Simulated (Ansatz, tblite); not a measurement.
Breaking a bond: Ge(OMe)4, C4H12GeO4, SMILES C[O][Ge]([O]C)([O]C)[O]C. The O1–C18 bond (O1 also carries Ge; C18 carries H, H, H) is stretched with both fragments frozen at the PBE0/def2-SVP optimised geometry.

```
21

O      0.0000     0.0000     0.0000
Ge     0.0000     1.4879    -0.9285
O     -0.3762     1.0436    -2.5832
C     -1.4085     0.1380    -2.8929
O     -1.1514     2.5585    -0.1508
C     -1.2443     3.9217    -0.4892
O      1.5263     2.3503    -0.9818
C      2.6071     1.9000    -1.7635
H     -2.4068     0.5919    -2.7594
H     -1.3592    -0.7761    -2.2771
H     -1.3049    -0.1499    -3.9505
H     -0.2567     4.4130    -0.5133
H     -1.7283     4.0688    -1.4714
H     -1.8622     4.4217     0.2725
H      3.0941     1.0136    -1.3189
H      2.2995     1.6460    -2.7921
H      3.3528     2.7084    -1.8135
C      0.0000     0.0000     1.4077
H     -0.2349    -1.0199     1.7494
H     -0.7543     0.6890     1.8242
H      0.9872     0.2783     1.8181
```

- UKS-PBE0 = unrestricted PBE0/def2-SVP (Ansatz, a quantum-chemistry and plane-wave program)
- RKS-PBE0 = Ansatz with restricted PBE0/def2-SVP
- GFN2-xTB, 300 K electronic temperature (tblite)
- RKS-PBE = restricted PBE/def2-SVP (Ansatz)
- UKS-PBE = unrestricted PBE/def2-SVP (Ansatz)

Energies are in eV, each relative to the lowest point of its own curve near equilibrium.

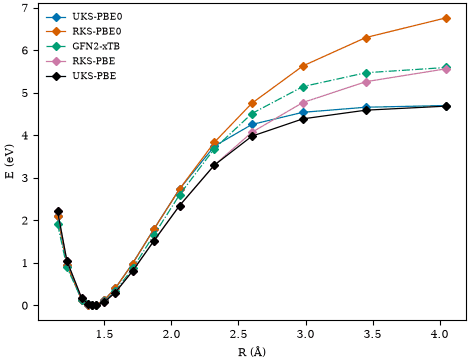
Figure. Energy against bond length for each method.

```json
[
 {"R / Å": "1.15", "UKS-PBE0": "2.111", "RKS-PBE0": "2.111", "GFN2-xTB": "1.917", "RKS-PBE": "2.216", "UKS-PBE": "2.216"},
 {"R / Å": "1.22", "UKS-PBE0": "0.959", "RKS-PBE0": "0.959", "GFN2-xTB": "0.893", "RKS-PBE": "1.043", "UKS-PBE": "1.043"},
 {"R / Å": "1.33", "UKS-PBE0": "0.131", "RKS-PBE0": "0.131", "GFN2-xTB": "0.138", "RKS-PBE": "0.170", "UKS-PBE": "0.170"},
 {"R / Å": "1.38", "UKS-PBE0": "0.015", "RKS-PBE0": "0.015", "GFN2-xTB": "0.021", "RKS-PBE": "0.031", "UKS-PBE": "0.031"},
 {"R / Å": "1.41", "UKS-PBE0": "0.000", "RKS-PBE0": "0.000", "GFN2-xTB": "0.000", "RKS-PBE": "0.000", "UKS-PBE": "0.000"},
 {"R / Å": "1.44", "UKS-PBE0": "0.018", "RKS-PBE0": "0.018", "GFN2-xTB": "0.008", "RKS-PBE": "0.002", "UKS-PBE": "0.002"},
 {"R / Å": "1.50", "UKS-PBE0": "0.132", "RKS-PBE0": "0.132", "GFN2-xTB": "0.098", "RKS-PBE": "0.082", "UKS-PBE": "0.082"},
 {"R / Å": "1.58", "UKS-PBE0": "0.398", "RKS-PBE0": "0.398", "GFN2-xTB": "0.328", "RKS-PBE": "0.301", "UKS-PBE": "0.301"},
 {"R / Å": "1.71", "UKS-PBE0": "0.985", "RKS-PBE0": "0.985", "GFN2-xTB": "0.869", "RKS-PBE": "0.808", "UKS-PBE": "0.808"},
 {"R / Å": "1.87", "UKS-PBE0": "1.798", "RKS-PBE0": "1.798", "GFN2-xTB": "1.659", "RKS-PBE": "1.522", "UKS-PBE": "1.522"},
 {"R / Å": "2.06", "UKS-PBE0": "2.734", "RKS-PBE0": "2.734", "GFN2-xTB": "2.600", "RKS-PBE": "2.345", "UKS-PBE": "2.345"},
 {"R / Å": "2.32", "UKS-PBE0": "3.743", "RKS-PBE0": "3.835", "GFN2-xTB": "3.686", "RKS-PBE": "3.298", "UKS-PBE": "3.298"},
 {"R / Å": "2.60", "UKS-PBE0": "4.254", "RKS-PBE0": "4.753", "GFN2-xTB": "4.511", "RKS-PBE": "4.070", "UKS-PBE": "3.978"},
 {"R / Å": "2.98", "UKS-PBE0": "4.540", "RKS-PBE0": "5.630", "GFN2-xTB": "5.144", "RKS-PBE": "4.770", "UKS-PBE": "4.386"},
 {"R / Å": "3.45", "UKS-PBE0": "4.659", "RKS-PBE0": "6.298", "GFN2-xTB": "5.469", "RKS-PBE": "5.260", "UKS-PBE": "4.590"},
 {"R / Å": "4.05", "UKS-PBE0": "4.700", "RKS-PBE0": "6.762", "GFN2-xTB": "5.594", "RKS-PBE": "5.563", "UKS-PBE": "4.685"}
]
```

At the longest distance, 4.05 Å, RKS-PBE0 lies highest above its minimum (6.762 eV) and UKS-PBE lowest (4.685 eV).

The unrestricted determinant behind UKS-PBE0 is spin-contaminated at 2.32 to 4.05 Å (<S²> up to 1.0, against 0.00 for a pure singlet). The restricted form behind RKS-PBE0, RKS-PBE keeps the bonding electrons paired and can't separate into open-shell fragments. The unrestricted determinant behind UKS-PBE is spin-contaminated at 2.60 to 4.05 Å (<S²> up to 0.9, against 0.00 for a pure singlet).
